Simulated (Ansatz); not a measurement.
# SiGeH₂ (triplet): wB97M-V, B2PLYP, RPA-PBE over vertical spin and charge gaps and displaced geometries, cc-pVDZ, part 2 of 2

Ansatz 0.2.0, Gaussian basis; cc-pVDZ, all electrons in the functionals, frozen cores in the correlation of double hybrids and RPA.

### Step 13. B2PLYP, charge 1, quartet

File in.yaml:

```yaml
crystal:
  periodic: [false, false, false]
  atoms:
    - {symbol: Si, position_ang: [0.000000, 0.000000, 1.710377]}
    - {symbol: Ge, position_ang: [0.000000, 0.000000, -0.618031]}
    - {symbol: H, position_ang: [0.000000, 1.233005, -1.559134]}
    - {symbol: H, position_ang: [0.000000, -1.233005, -1.559134]}
basis:
  gaussian: {orbitals: cc-pVDZ}
total_charge: 1
magnetization: {spin_polarized: true, initial_magnetization: 3}
hamiltonian: {xc: {name: B2PLYP}}
correlation: {electrons: outside_noble_gas}
```

Command:

```bash
$ ansatz run in.yaml --threads 1 --pin off --events-out ev --progress --plain --max-ram 2393MiB
```

Log, shortened:

```text
Functional definition: B2PLYP
  name "B2PLYP"
  cite "Grimme, J. Chem. Phys. 124, 034108 (2006) doi:10.1063/1.2148954"
  cite "Becke, Phys. Rev. A 38, 3098 (1988) doi:10.1103/PhysRevA.38.3098"
  cite "Lee, Yang & Parr, Phys. Rev. B 37, 785 (1988) doi:10.1103/PhysRevB.37.785"
[...]
598 factors; integrals over basis functions are off by at most 1.2e-3 eV
[...]
mean field -64399.48761986 eV, -2366.6375184893 hartree, gradient 7.4e-6 eV, S^2 3.754042; 2 other end points of the search recorded, 0 dependent functions left out
19 core orbitals not correlated: weight in the atoms' cores, before any rotation towards them, 0.999 or more for the frozen orbitals, at most 0.000 for the correlated occupied ones
reference -64399.48774830 eV, -2366.6375232096 hartree; 6, 3 occupied and 30, 33 virtual orbitals, 598 factors
second order -4.41345584 eV of doubles, -0.00000000 eV of singles
Total energy: -64400.67938138 eV, -2366.6813149175 hartree
```

It took 3.5 s on 1 thread of Arm Neoverse V1, shared host.

From the report: ⟨S²⟩ of the determinant 3.754 (pure quartet: 3.75).

From charge 0, triplet: +8.937 eV.

### Step 14. B2PLYP, displaced geometry v1

File in.yaml:

```yaml
crystal:
  periodic: [false, false, false]
  atoms:
    - {symbol: Si, position_ang: [0.000673, 0.011182, 1.719025]}
    - {symbol: Ge, position_ang: [-0.000161, -0.004960, -0.620536]}
    - {symbol: H, position_ang: [0.047803, 1.287355, -1.604252]}
    - {symbol: H, position_ang: [-0.054973, -1.241469, -1.574450]}
basis:
  gaussian: {orbitals: cc-pVDZ}
magnetization: {spin_polarized: true, initial_magnetization: 2}
hamiltonian: {xc: {name: B2PLYP}}
correlation: {electrons: outside_noble_gas}
```

Same command.

Log, shortened:

```text
Functional definition: B2PLYP
  name "B2PLYP"
  cite "Grimme, J. Chem. Phys. 124, 034108 (2006) doi:10.1063/1.2148954"
  cite "Becke, Phys. Rev. A 38, 3098 (1988) doi:10.1103/PhysRevA.38.3098"
  cite "Lee, Yang & Parr, Phys. Rev. B 37, 785 (1988) doi:10.1103/PhysRevB.37.785"
[...]
598 factors; integrals over basis functions are off by at most 1.3e-3 eV
[...]
mean field -64408.19894134 eV, -2366.9576536490 hartree, gradient 9.4e-6 eV, S^2 2.010658; 2 other end points of the search recorded, 0 dependent functions left out
19 core orbitals not correlated: weight in the atoms' cores, before any rotation towards them, 0.999 or more for the frozen orbitals, at most 0.000 for the correlated occupied ones
reference -64408.19907736 eV, -2366.9576586476 hartree; 6, 4 occupied and 30, 32 virtual orbitals, 598 factors
second order -5.13320056 eV of doubles, -0.00000000 eV of singles
Total energy: -64409.58504151 eV, -2367.0085918907 hartree
```

It took 3.3 s on 1 thread of Arm Neoverse V1, shared host.

From the report: ⟨S²⟩ of the determinant 2.011 (pure triplet: 2.00).

From charge 0, triplet: +0.032 eV.

### Step 15. B2PLYP, displaced geometry v2

File in.yaml:

```yaml
crystal:
  periodic: [false, false, false]
  atoms:
    - {symbol: Si, position_ang: [0.117485, -0.004906, 1.701934]}
    - {symbol: Ge, position_ang: [-0.047389, 0.003467, -0.614880]}
    - {symbol: H, position_ang: [0.029232, 1.204049, -1.564163]}
    - {symbol: H, position_ang: [0.112340, -1.317231, -1.545949]}
basis:
  gaussian: {orbitals: cc-pVDZ}
magnetization: {spin_polarized: true, initial_magnetization: 2}
hamiltonian: {xc: {name: B2PLYP}}
correlation: {electrons: outside_noble_gas}
```

The command is unchanged.

Log, shortened:

```text
Functional definition: B2PLYP
  name "B2PLYP"
  cite "Grimme, J. Chem. Phys. 124, 034108 (2006) doi:10.1063/1.2148954"
  cite "Becke, Phys. Rev. A 38, 3098 (1988) doi:10.1103/PhysRevA.38.3098"
  cite "Lee, Yang & Parr, Phys. Rev. B 37, 785 (1988) doi:10.1103/PhysRevB.37.785"
[...]
598 factors; integrals over basis functions are off by at most 1.3e-3 eV
[...]
mean field -64408.18598027 eV, -2366.9571773386 hartree, gradient 8.3e-6 eV, S^2 2.014755; 4 other end points of the search recorded, 0 dependent functions left out
19 core orbitals not correlated: weight in the atoms' cores, before any rotation towards them, 0.999 or more for the frozen orbitals, at most 0.000 for the correlated occupied ones
reference -64408.18611672 eV, -2366.9571823529 hartree; 6, 4 occupied and 30, 32 virtual orbitals, 598 factors
second order -5.10841641 eV of doubles, -0.00000000 eV of singles
Total energy: -64409.56538915 eV, -2367.0078696798 hartree
```

Run time: 4.4 s. Hardware: 1 thread of Arm Neoverse V1, shared host.

From the report: ⟨S²⟩ of the determinant 2.015 (pure triplet: 2.00).

From charge 0, triplet: +0.051 eV.

### Step 16. RPA-PBE, charge 0, triplet

File in.yaml:

```yaml
crystal:
  periodic: [false, false, false]
  atoms:
    - {symbol: Si, position_ang: [0.000000, 0.000000, 1.710377]}
    - {symbol: Ge, position_ang: [0.000000, 0.000000, -0.618031]}
    - {symbol: H, position_ang: [0.000000, 1.233005, -1.559134]}
    - {symbol: H, position_ang: [0.000000, -1.233005, -1.559134]}
basis:
  gaussian: {orbitals: cc-pVDZ}
magnetization: {spin_polarized: true, initial_magnetization: 2}
hamiltonian: {xc: {name: PBE}}
correlation: {method: rpa, electrons: outside_noble_gas}
```

The command is unchanged.

Log, shortened:

```text
Functional definition: PBE
  name "PBE"
  cite "Perdew, Burke & Ernzerhof, Phys. Rev. Lett. 77, 3865 (1996) doi:10.1103/PhysRevLett.77.3865"
  parent pbe
[...]
598 factors; integrals over basis functions are off by at most 1.2e-3 eV
[...]
mean field -64411.93254126 eV, -2367.0948609155 hartree, gradient 2.0e-6 eV, S^2 2.005786; 11 other end points of the search recorded, 0 dependent functions left out
19 core orbitals not correlated: weight in the atoms' cores, before any rotation towards them, 0.998 or more for the frozen orbitals, at most 0.001 for the correlated occupied ones
reference -64363.59817031 eV, -2365.3186055452 hartree; 6, 4 occupied and 30, 32 virtual orbitals, 598 factors
Total energy: -64372.05334481 eV, -2365.6293274768 hartree
```

It took 12 s on 1 thread of Arm Neoverse V1, shared host.

From the report: ⟨S²⟩ of the determinant 2.006 (pure triplet: 2.00).

### Step 17. RPA-PBE, charge 0, singlet

in.yaml: that of step 16 with these lines changed.

```diff
@@ -9,3 +9,3 @@
   gaussian: {orbitals: cc-pVDZ}
-magnetization: {spin_polarized: true, initial_magnetization: 2}
+magnetization: {spin_polarized: true, initial_magnetization: 0}
 hamiltonian: {xc: {name: PBE}}
```

The command is unchanged.

Log, shortened:

```text
Functional definition: PBE
  name "PBE"
  cite "Perdew, Burke & Ernzerhof, Phys. Rev. Lett. 77, 3865 (1996) doi:10.1103/PhysRevLett.77.3865"
  parent pbe
[...]
598 factors; integrals over basis functions are off by at most 1.2e-3 eV
[...]
mean field -64412.19065126 eV, -2367.1043462827 hartree, gradient 2.0e-6 eV, S^2 0.318967; 16 other end points of the search recorded, 0 dependent functions left out
19 core orbitals not correlated: weight in the atoms' cores, before any rotation towards them, 0.998 or more for the frozen orbitals, at most 0.001 for the correlated occupied ones
reference -64363.20471440 eV, -2365.3041463071 hartree; 5, 5 occupied and 31, 31 virtual orbitals, 598 factors
Total energy: -64372.35685266 eV, -2365.6404811847 hartree
```

Run time: 14 s. Hardware: 1 thread of Arm Neoverse V1, shared host.

From the report: ⟨S²⟩ of the determinant 0.319 (pure singlet: 0.00).

From charge 0, triplet: -0.304 eV.

### Step 18. RPA-PBE, charge 0, quintet

in.yaml: that of step 17 with these lines changed.

```diff
@@ -9,3 +9,3 @@
   gaussian: {orbitals: cc-pVDZ}
-magnetization: {spin_polarized: true, initial_magnetization: 0}
+magnetization: {spin_polarized: true, initial_magnetization: 4}
 hamiltonian: {xc: {name: PBE}}
```

Same command.

Log, shortened:

```text
Functional definition: PBE
  name "PBE"
  cite "Perdew, Burke & Ernzerhof, Phys. Rev. Lett. 77, 3865 (1996) doi:10.1103/PhysRevLett.77.3865"
  parent pbe
[...]
598 factors; integrals over basis functions are off by at most 1.2e-3 eV
[...]
mean field -64409.35912222 eV, -2367.0002895101 hartree, gradient 3.2e-6 eV, S^2 6.002258; 1 other end points of the search recorded, 0 dependent functions left out
19 core orbitals not correlated: weight in the atoms' cores, before any rotation towards them, 0.998 or more for the frozen orbitals, at most 0.001 for the correlated occupied ones
reference -64361.90717121 eV, -2365.2564624743 hartree; 7, 3 occupied and 29, 33 virtual orbitals, 598 factors
Total energy: -64369.48693729 eV, -2365.5350137400 hartree
```

Run time: 2.6 s. Hardware: 1 thread of Arm Neoverse V1, shared host.

From the report: ⟨S²⟩ of the determinant 6.002 (pure quintet: 6.00).

From charge 0, triplet: +2.566 eV.

### Step 19. RPA-PBE, charge 1, doublet

in.yaml: that of step 18 with these lines changed.

```diff
@@ -9,3 +9,4 @@
   gaussian: {orbitals: cc-pVDZ}
-magnetization: {spin_polarized: true, initial_magnetization: 4}
+total_charge: 1
+magnetization: {spin_polarized: true, initial_magnetization: 1}
 hamiltonian: {xc: {name: PBE}}
```

Launched as before.

Log, shortened:

```text
Functional definition: PBE
  name "PBE"
  cite "Perdew, Burke & Ernzerhof, Phys. Rev. Lett. 77, 3865 (1996) doi:10.1103/PhysRevLett.77.3865"
  parent pbe
[...]
598 factors; integrals over basis functions are off by at most 1.2e-3 eV
[...]
mean field -64404.47715226 eV, -2366.8208804232 hartree, gradient 5.2e-6 eV, S^2 0.753409; 8 other end points of the search recorded, 0 dependent functions left out
19 core orbitals not correlated: weight in the atoms' cores, before any rotation towards them, 0.998 or more for the frozen orbitals, at most 0.001 for the correlated occupied ones
reference -64356.55107613 eV, -2365.0596296108 hartree; 5, 4 occupied and 31, 32 virtual orbitals, 598 factors
Total energy: -64364.67987192 eV, -2365.3583573460 hartree
```

Run time: 7 s. Hardware: 1 thread of Arm Neoverse V1, shared host.

From the report: ⟨S²⟩ of the determinant 0.753 (pure doublet: 0.75).

From charge 0, triplet: +7.373 eV.

### Step 20. RPA-PBE, charge 1, quartet

in.yaml: that of step 19 with these lines changed.

```diff
@@ -10,3 +10,3 @@
 total_charge: 1
-magnetization: {spin_polarized: true, initial_magnetization: 1}
+magnetization: {spin_polarized: true, initial_magnetization: 3}
 hamiltonian: {xc: {name: PBE}}
```

The command is unchanged.

Log, shortened:

```text
Functional definition: PBE
  name "PBE"
  cite "Perdew, Burke & Ernzerhof, Phys. Rev. Lett. 77, 3865 (1996) doi:10.1103/PhysRevLett.77.3865"
  parent pbe
[...]
598 factors; integrals over basis functions are off by at most 1.2e-3 eV
[...]
mean field -64402.94477618 eV, -2366.7645666409 hartree, gradient 2.1e-6 eV, S^2 3.750888; 3 other end points of the search recorded, 0 dependent functions left out
19 core orbitals not correlated: weight in the atoms' cores, before any rotation towards them, 0.998 or more for the frozen orbitals, at most 0.001 for the correlated occupied ones
reference -64355.51162696 eV, -2365.0214305581 hartree; 6, 3 occupied and 30, 33 virtual orbitals, 598 factors
Total energy: -64363.09978357 eV, -2365.3002901702 hartree
```

Wall time 4.8 s (1 thread of Arm Neoverse V1, shared host).

From the report: ⟨S²⟩ of the determinant 3.751 (pure quartet: 3.75).

From charge 0, triplet: +8.954 eV.

### Step 21. RPA-PBE, displaced geometry v1

File in.yaml:

```yaml
crystal:
  periodic: [false, false, false]
  atoms:
    - {symbol: Si, position_ang: [0.000673, 0.011182, 1.719025]}
    - {symbol: Ge, position_ang: [-0.000161, -0.004960, -0.620536]}
    - {symbol: H, position_ang: [0.047803, 1.287355, -1.604252]}
    - {symbol: H, position_ang: [-0.054973, -1.241469, -1.574450]}
basis:
  gaussian: {orbitals: cc-pVDZ}
magnetization: {spin_polarized: true, initial_magnetization: 2}
hamiltonian: {xc: {name: PBE}}
correlation: {method: rpa, electrons: outside_noble_gas}
```

The command is unchanged.

Log, shortened:

```text
Functional definition: PBE
  name "PBE"
  cite "Perdew, Burke & Ernzerhof, Phys. Rev. Lett. 77, 3865 (1996) doi:10.1103/PhysRevLett.77.3865"
  parent pbe
[...]
598 factors; integrals over basis functions are off by at most 1.3e-3 eV
[...]
mean field -64411.92518327 eV, -2367.0945905141 hartree, gradient 6.5e-6 eV, S^2 2.005760; 5 other end points of the search recorded, 0 dependent functions left out
19 core orbitals not correlated: weight in the atoms' cores, before any rotation towards them, 0.998 or more for the frozen orbitals, at most 0.001 for the correlated occupied ones
reference -64363.52973607 eV, -2365.3160906333 hartree; 6, 4 occupied and 30, 32 virtual orbitals, 598 factors
Total energy: -64372.04135741 eV, -2365.6288869480 hartree
```

It took 4.4 s on 1 thread of Arm Neoverse V1, shared host.

From the report: ⟨S²⟩ of the determinant 2.006 (pure triplet: 2.00).

From charge 0, triplet: +0.012 eV.

### Step 22. RPA-PBE, displaced geometry v2

File in.yaml:

```yaml
crystal:
  periodic: [false, false, false]
  atoms:
    - {symbol: Si, position_ang: [0.117485, -0.004906, 1.701934]}
    - {symbol: Ge, position_ang: [-0.047389, 0.003467, -0.614880]}
    - {symbol: H, position_ang: [0.029232, 1.204049, -1.564163]}
    - {symbol: H, position_ang: [0.112340, -1.317231, -1.545949]}
basis:
  gaussian: {orbitals: cc-pVDZ}
magnetization: {spin_polarized: true, initial_magnetization: 2}
hamiltonian: {xc: {name: PBE}}
correlation: {method: rpa, electrons: outside_noble_gas}
```

Launched as before.

Log, shortened:

```text
Functional definition: PBE
  name "PBE"
  cite "Perdew, Burke & Ernzerhof, Phys. Rev. Lett. 77, 3865 (1996) doi:10.1103/PhysRevLett.77.3865"
  parent pbe
[...]
598 factors; integrals over basis functions are off by at most 1.3e-3 eV
[...]
mean field -64411.89736356 eV, -2367.0935681586 hartree, gradient 1.6e-6 eV, S^2 2.006201; 5 other end points of the search recorded, 0 dependent functions left out
19 core orbitals not correlated: weight in the atoms' cores, before any rotation towards them, 0.998 or more for the frozen orbitals, at most 0.001 for the correlated occupied ones
reference -64363.52102014 eV, -2365.3157703288 hartree; 6, 4 occupied and 30, 32 virtual orbitals, 598 factors
Total energy: -64372.00949746 eV, -2365.6277161163 hartree
```

Wall time 4.6 s (1 thread of Arm Neoverse V1, shared host).

From the report: ⟨S²⟩ of the determinant 2.006 (pure triplet: 2.00).

From charge 0, triplet: +0.044 eV.

### Step 23. The comparison

The yardstick is UCCSDT(Q), where the cluster series has nearly closed. It comes from earlier runs at the same points. Energies in eV, counted from charge 0, triplet; blanks weren't run or aren't comparable.

```
    level  triplet to singlet  triplet to quintet  ionisation to the doublet cation  ionisation to the quartet cation  displacement v1  displacement v2
UCCSDT(Q)                                   2.328                             7.268                             8.713            0.024            0.044
  wB97M-V              -0.276               2.704                             7.269                             9.080            0.044            0.057
   B2PLYP              -0.248               2.607                             7.316                             8.937            0.032            0.051
  RPA-PBE              -0.304               2.566                             7.373                             8.954            0.012            0.044
```

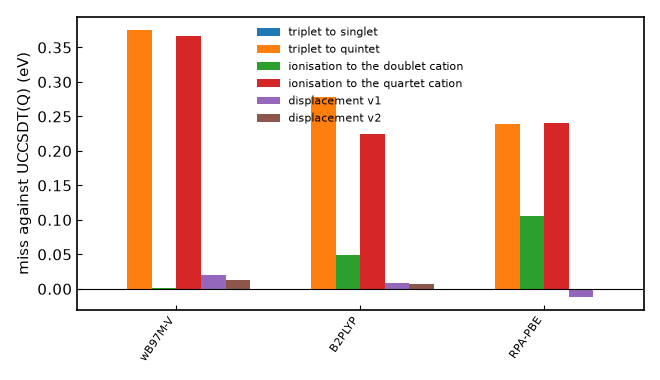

Misses of the gaps against UCCSDT(Q).

Largest miss and mean time a point (UCCSDT(Q) took 25 s a point; shared hosts):

| level | largest miss (eV) | where | time a point |
| --- | --- | --- | --- |
| wB97M-V | +0.376 | triplet to quintet | 15 s |
| B2PLYP | +0.279 | triplet to quintet | 7 s |
| RPA-PBE | +0.240 | ionisation to the quartet cation | 7.1 s |

### Step 24. Summary of results

This closing draws on all 2 parts.

| quantity | value |
| --- | --- |
| triplet to quintet, UCCSDT(Q) | 2.328 eV |
| ionisation to the doublet cation, UCCSDT(Q) | 7.268 eV |
| ionisation to the quartet cation, UCCSDT(Q) | 8.713 eV |
| displacement v1, UCCSDT(Q) | 0.024 eV |
| displacement v2, UCCSDT(Q) | 0.044 eV |
| largest miss, wB97M-V | +0.376 eV (triplet to quintet) |
| largest miss, B2PLYP | +0.279 eV (triplet to quintet) |
| largest miss, RPA-PBE | +0.240 eV (ionisation to the quartet cation) |

In words: Misses are known at 5 of 6 points at best, and only functionals with that many are ranked. Of the functionals, RPA-PBE keep the smallest largest miss at the points compared (at most 0.240 eV) and wB97M-V strays most (0.376 eV, at triplet to quintet). B2PLYP, RPA-PBE clearly break the spin symmetry at some points (⟨S²⟩ up to 0.39 above the pure value), so energy there is bought with a mixed spin. Functionals and the yardstick converge differently with the basis, so part of each miss in cc-pVDZ is the basis.
